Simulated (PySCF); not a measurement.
# What a change does: NMR shielding calculation on Si₃NH₉O

System: Si₃NH₉O.
Method of run 1: GIAO PBE0/6-31G* NMR shielding, non-relativistic, gas phase (PySCF 2.14.0).

The geometry comes from this level: PBE0-D3(BJ)/def2-SVP. Text and figures count atoms from 1; the logs count them from 0 in places.

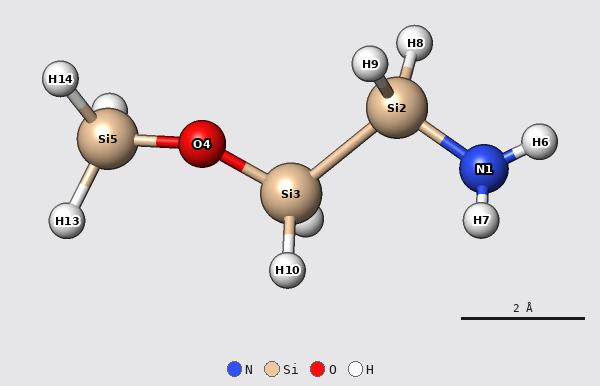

Figure 1. The structure as given in the input (ball-and-stick view, seen at a tilt; atoms are numbered from 1 in the order of the input).

## Input, run 1
```
{"job": {"kind": "nmr", "xc": "PBE0", "basis": "6-31G*", "pop": true}, "charge": 0, "multiplicity": 1}
N     -3.166805     0.330555     0.382526
Si    -1.755303    -0.627798     0.718655
Si     0.087698     0.624013    -0.010869
O      1.489355    -0.094936     0.535481
Si     3.109106    -0.265230     0.234241
H     -4.082749    -0.103377     0.430014
H     -3.211121     1.278173     0.741828
H     -1.868388    -1.891533    -0.073438
H     -1.543604    -1.033341     2.152347
H      0.015301     2.030456     0.504980
H      0.105780     0.703357    -1.508016
H      3.325725    -1.024983    -1.034290
H      3.766934     1.072054     0.109912
H      3.720766    -1.012765     1.368537
```

The first line tells a small driver script what to run in PySCF; the rest is the geometry in Å.

Command:
```bash
OMP_NUM_THREADS=1 python <driver script> task.json out
```

Hardware: 1 CPU thread, shared host.

## Output (run 1)
```
coarse grid: 12600 points
cycle   1  E = -1003.3092214031  dE =  1.115e-01  |g| = 7.852e-01  |ddm| = 3.210e+00
cycle   2  E = -1003.0729277142  dE =  2.363e-01  |g| = 1.328e+00  |ddm| = 1.680e+00
cycle   3  E = -1003.4281889707  dE = -3.553e-01  |g| = 9.821e-02  |ddm| = 1.186e+00
cycle   4  E = -1003.4294933800  dE = -1.304e-03  |g| = 6.211e-02  |ddm| = 1.329e-01
cycle   5  E = -1003.4303443252  dE = -8.509e-04  |g| = 6.530e-03  |ddm| = 5.730e-02
cycle   6  E = -1003.4303563008  dE = -1.198e-05  |g| = 7.815e-04  |ddm| = 8.778e-03
cycle   7  E = -1003.4303565328  dE = -2.320e-07  |g| = 1.771e-04  |ddm| = 1.579e-03
final grid: 106328 points
cycle   8  E = -1003.3639646809  dE = -4.607e-06  |g| = 7.121e-03  |ddm| = 1.078e-02
cycle   9  E = -1003.3639498174  dE =  1.486e-05  |g| = 1.105e-02  |ddm| = 1.448e-02
cycle  10  E = -1003.3639753187  dE = -2.550e-05  |g| = 5.523e-04  |ddm| = 8.930e-03
cycle  11  E = -1003.3639753799  dE = -6.123e-08  |g| = 1.227e-04  |ddm| = 5.011e-04
cycle  12  E = -1003.3639753832  dE = -3.331e-09  |g| = 3.086e-05  |ddm| = 1.603e-04
cycle  13  E = -1003.3639753835  dE = -2.869e-10  |g| = 3.567e-06  |ddm| = 4.280e-05
converged SCF energy = -1003.3639753835

GIAO shielding tensors (ppm)
atom      isotropic    diamagn.    paramagn.     s11        s22        s33       span
  0 N      274.552     317.552     -43.000    241.468    266.832    315.356     73.889
  1 Si     443.809     880.875    -437.065    400.360    422.615    508.453    108.093
  2 Si     418.734     880.958    -462.225    357.630    395.681    502.890    145.260
  3 O      344.313     395.176     -50.863    280.699    363.827    388.413    107.714
  4 Si     426.263     879.841    -453.579    385.945    393.391    499.452    113.507
  5 H       32.588      27.406       5.182     24.604     28.474     44.686     20.081
  6 H       33.088      29.473       3.616     25.148     30.276     43.842     18.694
  7 H       26.946      30.411      -3.465     24.111     25.705     31.020      6.909
  8 H       26.884      29.996      -3.112     23.039     25.928     31.685      8.646
  9 H       26.451      30.364      -3.913     22.774     26.087     30.493      7.719
 10 H       26.331      30.916      -4.586     22.644     26.051     30.297      7.653
 11 H       26.674      28.947      -2.273     23.300     25.216     31.506      8.206
 12 H       26.688      28.162      -1.474     23.368     25.185     31.510      8.142
 13 H       26.814      28.282      -1.468     23.469     25.168     31.806      8.337
```

For run 2 the input was changed thus:
```diff
-"basis": "6-31G*"
+"basis": "cc-pVDZ"
```

Predict how the results change.

The total energy of run 2 is 33.4 kcal/mol lower, which measures the change of basis and not a stability. Of all shieldings, the largest change is that of Si5, by +22.8 ppm. The number of SCF iterations is the same. The basis functions go from 100 to 127.

## Output (run 2)
```
coarse grid: 12600 points
cycle   1  E = -1003.2798692726  dE =  1.711e-01  |g| = 7.887e-01  |ddm| = 6.315e+00
cycle   2  E = -1003.0346901901  dE =  2.452e-01  |g| = 1.349e+00  |ddm| = 2.588e+00
cycle   3  E = -1003.3986078106  dE = -3.639e-01  |g| = 1.059e-01  |ddm| = 1.609e+00
cycle   4  E = -1003.4002697955  dE = -1.662e-03  |g| = 6.295e-02  |ddm| = 2.258e-01
cycle   5  E = -1003.4011429501  dE = -8.732e-04  |g| = 7.331e-03  |ddm| = 9.368e-02
cycle   6  E = -1003.4011584192  dE = -1.547e-05  |g| = 8.458e-04  |ddm| = 2.087e-02
cycle   7  E = -1003.4011587018  dE = -2.826e-07  |g| = 2.118e-04  |ddm| = 3.567e-03
final grid: 106328 points
cycle   8  E = -1003.4172515356  dE = -3.718e-06  |g| = 7.007e-03  |ddm| = 2.599e-02
cycle   9  E = -1003.4172369422  dE =  1.459e-05  |g| = 1.093e-02  |ddm| = 2.286e-02
cycle  10  E = -1003.4172616136  dE = -2.467e-05  |g| = 6.276e-04  |ddm| = 1.400e-02
cycle  11  E = -1003.4172616995  dE = -8.584e-08  |g| = 1.435e-04  |ddm| = 1.002e-03
cycle  12  E = -1003.4172617039  dE = -4.458e-09  |g| = 3.603e-05  |ddm| = 2.806e-04
cycle  13  E = -1003.4172617043  dE = -4.184e-10  |g| = 5.349e-06  |ddm| = 9.544e-05
converged SCF energy = -1003.4172617043

GIAO shielding tensors (ppm)
atom      isotropic    diamagn.    paramagn.     s11        s22        s33       span
  0 N      280.689     305.406     -24.717    247.032    272.652    322.382     75.350
  1 Si     463.681     882.981    -419.300    422.864    444.983    523.196    100.333
  2 Si     438.873     883.044    -444.172    379.233    417.199    520.185    140.952
  3 O      351.724     386.622     -34.898    284.555    371.435    399.182    114.627
  4 Si     449.033     880.589    -431.556    408.823    416.707    521.570    112.746
  5 H       31.757      27.238       4.519     23.637     27.870     43.763     20.126
  6 H       32.176      29.755       2.421     24.113     29.436     42.978     18.865
  7 H       26.509      30.384      -3.876     23.790     25.211     30.525      6.735
  8 H       26.273      29.952      -3.679     22.358     25.165     31.296      8.938
  9 H       26.027      30.582      -4.555     22.411     25.622     30.047      7.637
 10 H       25.986      31.049      -5.064     22.465     25.550     29.941      7.476
 11 H       26.338      29.048      -2.710     22.923     24.849     31.243      8.320
 12 H       26.344      28.336      -1.992     23.000     24.766     31.267      8.267
 13 H       26.375      28.397      -2.022     22.923     24.713     31.490      8.566
```

## The two runs side by side

| quantity | run 1 | run 2 |
| --- | --- | --- |
| outcome | converged | converged |
| total energy (hartree) | −1003.363975 | −1003.417262 |
| HOMO (eV) | −7.07 | −7.08 |
| LUMO (eV) | −0.32 | −0.29 |
| dipole moment (D) | 1.47 | 1.50 |
| shielding of N1 (ppm) | 274.6 | 280.7 |
| shielding of Si2 (ppm) | 443.8 | 463.7 |
| shielding of Si3 (ppm) | 418.7 | 438.9 |
| shielding of O4 (ppm) | 344.3 | 351.7 |
| shielding of Si5 (ppm) | 426.3 | 449.0 |
| shielding of H6 (ppm) | 32.6 | 31.8 |
| shielding of H7 (ppm) | 33.1 | 32.2 |
| SCF iterations | 13 | 13 |
| basis functions | 100 | 127 |
| wall time (shared host) | 17 s | 23 s |
